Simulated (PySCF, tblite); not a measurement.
**CH₇N₂Si radical: geometry, infrared bands and EPR parameters**

What infrared bands and EPR parameters should CH₇N₂Si radical (`[CH2][SiH](N)N`) show?

Programs: tblite 0.8.0 and PySCF 2.14.0, with density-fitted response routines of our own. Each step states its level of theory. These are calculated values for one molecule in the gas phase, unless marked as measured. Atoms count from 0, in the outputs and in this text.

**1. The molecule as given**

11 atoms, charge 0, multiplicity 2; geometry from: force field or distance geometry start.

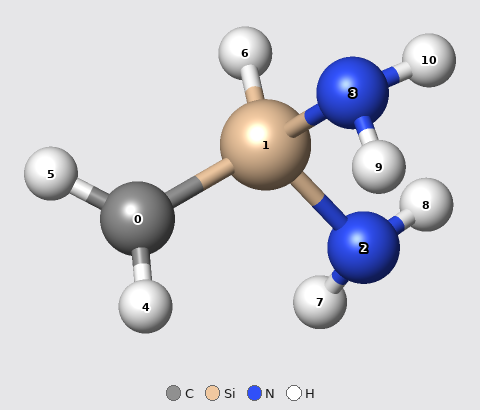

The starting geometry (carbon grey, silicon light orange, nitrogen blue, hydrogen white), atoms numbered.

**2. Geometry optimisation with GFN2-xTB**

Job settings and geometry (Å):

```
{"job": {"kind": "relax", "xc": "GFN2-xTB", "basis": "xTB"}, "charge": 0, "multiplicity": 2}
C     -1.452200    -0.931700    -0.209000
Si     0.099500    -0.123300    -0.449700
N      1.016900    -0.220700     0.972700
N     -0.078800     1.542000    -0.470400
H     -1.949900    -0.903200     0.762900
H     -1.963600    -1.386600    -1.053900
H      0.925600    -0.591500    -1.566000
H      1.058800    -1.183200     1.272700
H      1.972600     0.040100     0.764600
H     -0.459900     1.797200     0.448800
H      0.836400     1.963500    -0.498600
```

Command:

```sh
$ OMP_NUM_THREADS=1 python probes_run.py task.json out
```

This one command runs all jobs of the session in turn.

Log:

```text
step      E/eV     max force
  0    -358.84884    2.709
  1    -359.05403    1.229
  2    -359.11583    0.796
  3    -359.24063    0.653
  4    -359.28859    0.767
  5    -359.34925    0.666
  6    -359.39376    0.595
  7    -359.42316    0.391
  8    -359.43670    0.344
  9    -359.44924    0.373
 10    -359.46641    0.467
 11    -359.48170    0.461
 12    -359.49022    0.279
 13    -359.49608    0.200
 14    -359.50255    0.232
 15    -359.50981    0.359
 16    -359.51629    0.283
 17    -359.51965    0.136
 18    -359.52130    0.120
 19    -359.52310    0.169
 20    -359.52562    0.238
 21    -359.52798    0.188
 22    -359.52950    0.090
 23    -359.53066    0.084
 24    -359.53190    0.117
 25    -359.53318    0.133
 26    -359.53402    0.079
 27    -359.53448    0.069
 28    -359.53494    0.064
 29    -359.53558    0.090
 30    -359.53626    0.092
 31    -359.53669    0.047
 32    -359.53687    0.032
 33    -359.53698    0.029
 34    -359.53715    0.048
 35    -359.53743    0.061
 36    -359.53781    0.054
 37    -359.53820    0.057
 38    -359.53853    0.059
 39    -359.53883    0.053
 40    -359.53924    0.068
 41    -359.53980    0.070
 42    -359.54034    0.066
 43    -359.54069    0.052
 44    -359.54089    0.042
 45    -359.54107    0.035
 46    -359.54138    0.056
 47    -359.54199    0.081
 48    -359.54328    0.106
 49    -359.54501    0.122
 50    -359.54585    0.255
 51    -359.54538    0.259
 52    -359.54817    0.118
 53    -359.54896    0.113
 54    -359.55079    0.110
 55    -359.55279    0.194
 56    -359.55532    0.142
 57    -359.55708    0.081
 58    -359.55804    0.115
 59    -359.55920    0.075
 60    -359.56039    0.157
 61    -359.56164    0.134
 62    -359.56264    0.146
 63    -359.56405    0.115
 64    -359.56533    0.145
 65    -359.56770    0.127
 66    -359.56898    0.189
 67    -359.56693    0.294
 68    -359.57016    0.094
 69    -359.57053    0.176
 70    -359.57110    0.045
 71    -359.57156    0.086
 72    -359.57197    0.069
 73    -359.57242    0.047
 74    -359.57271    0.055
 75    -359.57323    0.099
 76    -359.57435    0.107
 77    -359.57486    0.152
 78    -359.57542    0.138
 79    -359.57611    0.044
 80    -359.57624    0.033
 81    -359.57642    0.040
 82    -359.57656    0.054
 83    -359.57672    0.050
 84    -359.57687    0.036
 85    -359.57696    0.024
 86    -359.57702    0.023
 87    -359.57707    0.023
 88    -359.57712    0.027
 89    -359.57719    0.028
 90    -359.57732    0.035
 91    -359.57748    0.040
 92    -359.57763    0.034
 93    -359.57770    0.021
 94    -359.57774    0.019
 95    -359.57782    0.022
 96    -359.57795    0.030
 97    -359.57815    0.034
 98    -359.57832    0.028
 99    -359.57839    0.015
100    -359.57841    0.010
101    -359.57841    0.008
```

Wall time 0.38 s (1 thread of Arm Neoverse V1, shared host).

Relaxation path: (not every step is listed)

| step | energy from step 0 (eV) | largest force (eV/Å) |
| --- | --- | --- |
| 0 | 0.0000 | 2.7093 |
| 1 | -0.2052 | 1.2288 |
| 2 | -0.2670 | 0.7959 |
| 3 | -0.3918 | 0.6531 |
| 4 | -0.4398 | 0.7673 |
| 5 | -0.5004 | 0.6661 |
| 6 | -0.5449 | 0.5952 |
| 7 | -0.5743 | 0.3910 |
| 8 | -0.5879 | 0.3443 |
| 16 | -0.6675 | 0.2828 |
| 24 | -0.6831 | 0.1166 |
| 32 | -0.6880 | 0.0318 |
| 40 | -0.6904 | 0.0682 |
| 48 | -0.6944 | 0.1058 |
| 56 | -0.7065 | 0.1421 |
| 64 | -0.7165 | 0.1447 |
| 72 | -0.7231 | 0.0685 |
| 80 | -0.7274 | 0.0330 |
| 88 | -0.7283 | 0.0274 |
| 96 | -0.7291 | 0.0303 |
| 97 | -0.7293 | 0.0337 |
| 98 | -0.7295 | 0.0277 |
| 99 | -0.7296 | 0.0153 |
| 100 | -0.7296 | 0.0099 |
| 101 | -0.7296 | 0.0084 |

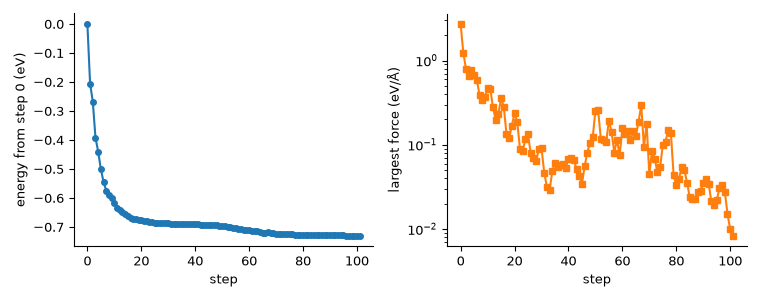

Energy and largest force along the relaxation.

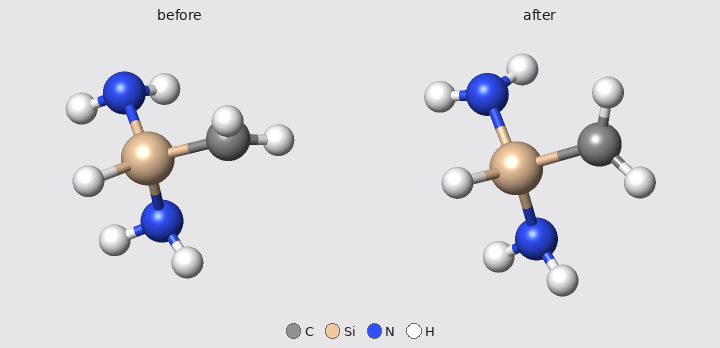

Before and after, at one scale.

Distances of close pairs at the start and the end, largest changes first:

```csv
bond,before (Å),after (Å),change (Å)
C0–Si1,1.766,1.847,+0.081
Si1–N3,1.675,1.728,+0.053
Si1–N2,1.695,1.737,+0.041
N3–H9,1.027,1.007,-0.020
C0–H4,1.092,1.075,-0.018
C0–H5,1.087,1.074,-0.013
Si1–H6,1.466,1.476,+0.011
N2–H8,1.012,1.008,-0.005
```

The final coordinates are the input of the step that follows.

**3. Harmonic vibrations with GFN2-xTB**

Job settings and geometry (Å):

```
{"job": {"kind": "ir", "xc": "GFN2-xTB", "basis": "xTB"}, "charge": 0, "multiplicity": 2}
C     -1.450195    -0.906661    -0.135778
Si     0.202729    -0.111968    -0.356445
N      1.096701    -0.444796     1.094734
N     -0.055705     1.576130    -0.620318
H     -1.596188    -1.800821     0.442412
H     -2.313460    -0.572824    -0.681021
H      0.895133    -0.543167    -1.586828
H      1.139015    -1.395674     1.422818
H      2.001132    -0.014988     1.208047
H     -0.653938     2.065143     0.025756
H      0.740202     2.152298    -0.839340
```

Log:

```text
mode    cm-1     km/mol
  1     123.7      0.63
  2     157.7     11.53
  3     181.0      8.45
  4     210.2      4.66
  5     223.3     13.30
  6     264.2     14.22
  7     508.1     11.91
  8     533.5    116.16
  9     555.1    345.35
 10     639.7     99.06
 11     671.7     25.38
 12     736.6     92.52
 13     767.9     22.06
 14     792.3     20.96
 15     831.5    100.99
 16     899.3    238.26
 17     929.7    254.67
 18    1394.5      1.56
 19    1536.3     28.51
 20    1538.7     48.34
 21    2114.1    310.72
 22    3108.0     12.62
 23    3152.3     40.47
 24    3474.8      0.35
 25    3479.1      0.57
 26    3509.6      2.51
 27    3512.5      5.76
```

Run time: 0.2 s. Hardware: 1 thread of Arm Neoverse V1, shared host.

Which atoms move in the most intense modes:

```csv
cm⁻¹,km/mol,atoms
534,116.2,"H9 27 %, H10 22 %, N3 14 %, H7 13 %"
555,345.4,"H8 24 %, H7 22 %, H10 14 %, N2 12 %"
640,99.1,H6 84 %
737,92.5,"H6 38 %, H4 22 %, H5 16 %, C0 11 %"
832,101.0,"H9 36 %, N3 17 %, H10 17 %, Si1 10 %"
899,238.3,"Si1 39 %, N2 17 %, C0 16 %"
930,254.7,"Si1 45 %, N3 26 %"
2114,310.7,H6 97 %
```

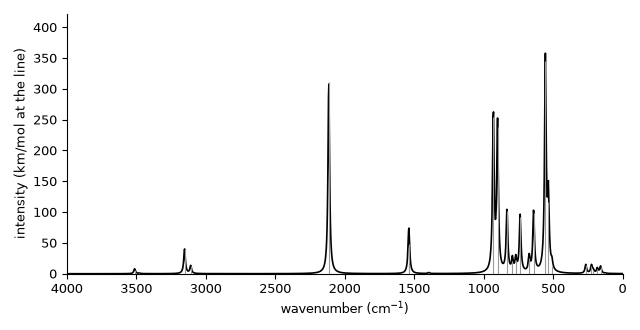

The infrared spectrum from these modes, unscaled. Lines are broadened to a width of 14 cm⁻¹ (Lorentzian).

**4. g tensor and hyperfine couplings: B3LYP/pcH-1**

The job, as its differences from that of step 3:

```diff
@@ -1,2 +1,2 @@
-{"job": {"kind": "ir", "xc": "GFN2-xTB", "basis": "xTB"}, "charge": 0, "multiplicity": 2}
+{"job": {"kind": "epr", "basis": "pcH-1"}, "charge": 0, "multiplicity": 2}
 C     -1.450195    -0.906661    -0.135778
```

With the program's defaults for keys left out, this is: UKS B3LYP, pcH-1 on C H N Si, non-relativistic, mean-field spin-orbit, GIAO.

Log:

```text
UKS, coarse grid
  cycle   1  E = -441.25590011  |g| = 4.70e-01
  cycle   2  E = -441.16850051  |g| = 6.52e-01
  cycle   3  E = -441.34627943  |g| = 4.61e-02
  cycle   4  E = -441.34708672  |g| = 2.11e-02
  cycle   5  E = -441.34730868  |g| = 4.72e-03
  cycle   6  E = -441.34732160  |g| = 1.50e-03
  cycle   7  E = -441.34732295  |g| = 1.18e-03
  cycle   8  E = -441.34732371  |g| = 2.08e-04
UKS, final grid
  cycle   1  E = -441.34728540  |g| = 2.22e-04
  cycle   2  E = -441.34728538  |g| = 3.15e-04
  cycle   3  E = -441.34728542  |g| = 3.42e-05
  cycle   4  E = -441.34728542  |g| = 1.04e-05
E = -441.34728542 Eh   <S^2> = 0.7530 (exact 0.7500)
g shifts (ppm)      1          2          3
  rmc          -124       -124       -124
  gc              5         26         33
  oz_so           0        537        640
  total        -119        440        549
hyperfine (MHz)  atom isotope    a_iso     a_fc   dipolar eigenvalues
    0   13C      83.57      83.68    -76.75    -76.50    153.25
    1  29Si      44.66      44.71     -1.37     -1.03      2.40
    2   14N       4.79       4.79     -0.63     -0.33      0.96
    3   14N       4.09       4.09     -0.50     -0.38      0.89
    4    1H     -58.00     -58.01    -37.46     -0.68     38.14
    5    1H     -57.55     -57.56    -37.45     -0.59     38.04
    6    1H      48.23      48.23     -3.77     -1.35      5.12
    7    1H      -0.15      -0.15     -2.41     -1.95      4.37
    8    1H      -0.17      -0.17     -1.68     -1.35      3.02
    9    1H      -0.71      -0.71     -3.19     -1.91      5.10
   10    1H       1.56       1.56     -1.54     -1.38      2.92
```

It took 20 s on 1 thread of Arm Neoverse V1, shared host; peak memory 0.74 GiB.

Principal g values 2.00220, 2.00276, 2.00287; g(iso) = 2.00261, against 2.00232 for a free electron.

Mean a(iso) over the nuclei that a row names, and the largest dipolar term of the row (other rows stand at the frozen geometry):

| nuclei | isotope | a(iso) (MHz) | a(iso) (G, at g = 2.0023) | largest dipolar term (MHz) |
| --- | --- | --- | --- | --- |
| C0 | 13C | 83.6 | 29.8 | 153.2 |
| H4, H5 | 1H | -57.8 | -20.6 | 38.1 |
| H6 | 1H | 48.2 | 17.2 | 5.1 |
| Si1 | 29Si | 44.7 | 15.9 | 2.4 |
| N2, N3 | 14N | 4.4 | 1.6 | 1.0 |
| H7, H8, H9, H10 | 1H | 0.1 | 0.0 | 5.1 |

Mulliken spin populations:

| atom | value (e) |
| --- | --- |
| C0 | 1.06 |
| Si1 | -0.01 |
| N2 | 0.01 |
| N3 | 0.00 |
| H4 | -0.04 |
| H5 | -0.04 |
| H6 | 0.02 |
| H7 | 0.00 |
| H8 | 0.00 |
| H9 | 0.00 |
| H10 | 0.00 |

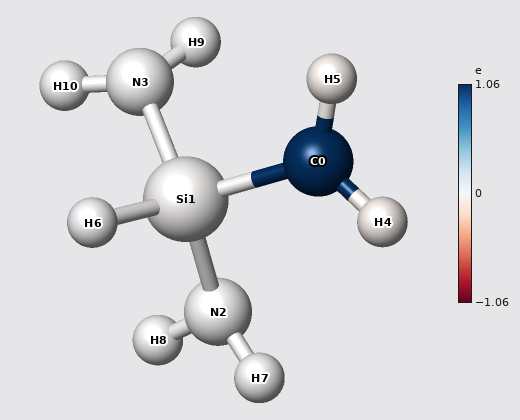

Mulliken spin populations, as colours on the atoms.

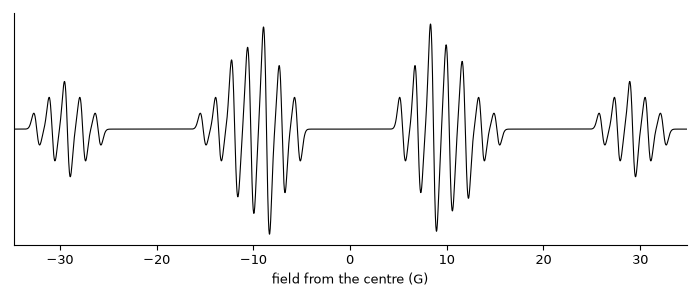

First-order isotropic spectrum (first derivative, main isotopes with spin only, couplings over 0.8 MHz, Gaussian width 0.3 G; couplings of the frozen geometry, rotation of groups not averaged beyond the rows shown).

Orbitals, density, ELF and potential are computed afterwards from the orbital file.

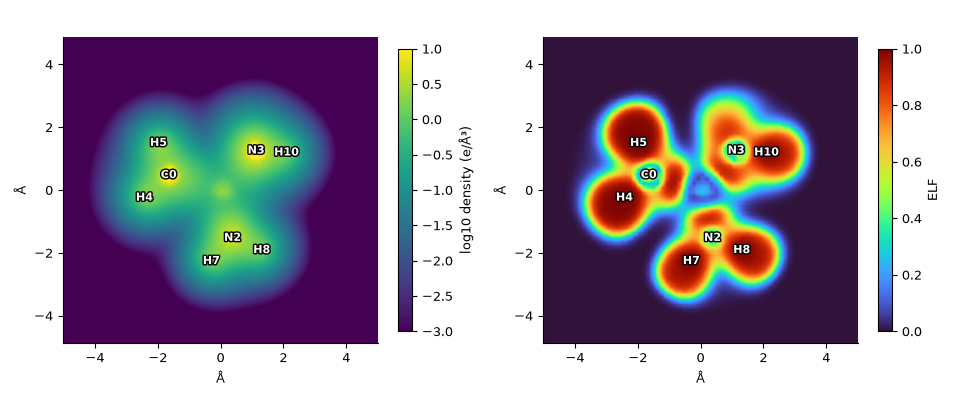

Density (left) and ELF (right) in a plane through or near 8 of the atoms.

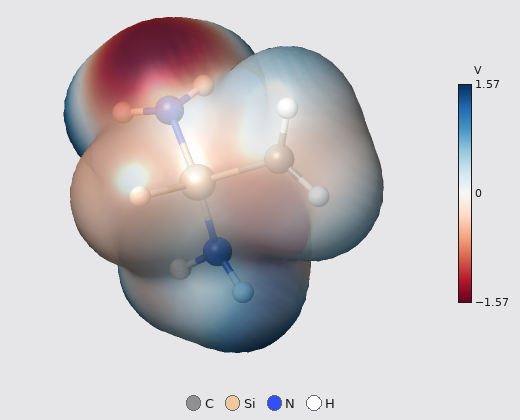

Electrostatic potential on the surface of density 0.002 e/bohr³; red is low, blue high. It runs from -1.57 V near N3 to 1.54 V near H8.

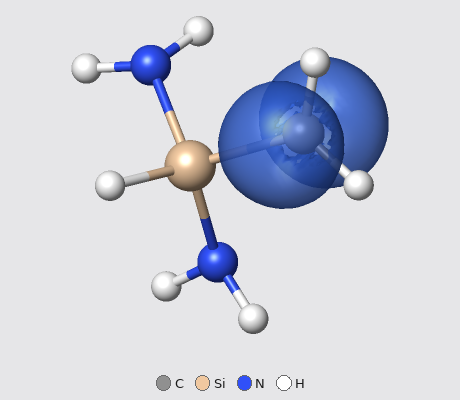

Spin density at ±0.04 e/Å³ (alpha excess blue, beta excess red).

**5. Results**

| quantity | value |
| --- | --- |
| strongest single infrared mode (GFN2-xTB) | 555 cm⁻¹, 345 km/mol |
| zero-point energy (GFN2-xTB) | 51.2 kcal/mol |
| g(iso) (B3LYP) | 2.00261 |
| ⟨S²⟩ | 0.753 (exact 0.75) |
| largest a(iso) (averaged by class) | 13C on C0, 83.6 MHz |
| potential on the surface of density 0.002 e/bohr³, 1st and 99th percentile | -1.57 V and 1.54 V |

What this shows: The optimisation took 101 steps and gained 0.730 eV; among the close pairs (by a distance rule), C0–Si1 changed most, from 1.766 to 1.847 Å. All 27 modes are real, so the xTB geometry is a minimum. The strongest single mode, at 555 cm⁻¹, is carried by H8, H7, H10, N2. Unscaled tight-binding wavenumbers are off by several per cent, some by more. Its intensities can rank the bands wrongly. C0 carries the largest spin population, 1.06 e. The isotropic g lies 0.3 ppt above the free-electron value. These values are for one conformer; the search (at its own cheap level) found 1 more, at 1.02 kcal/mol, and measured spectra average over such forms.
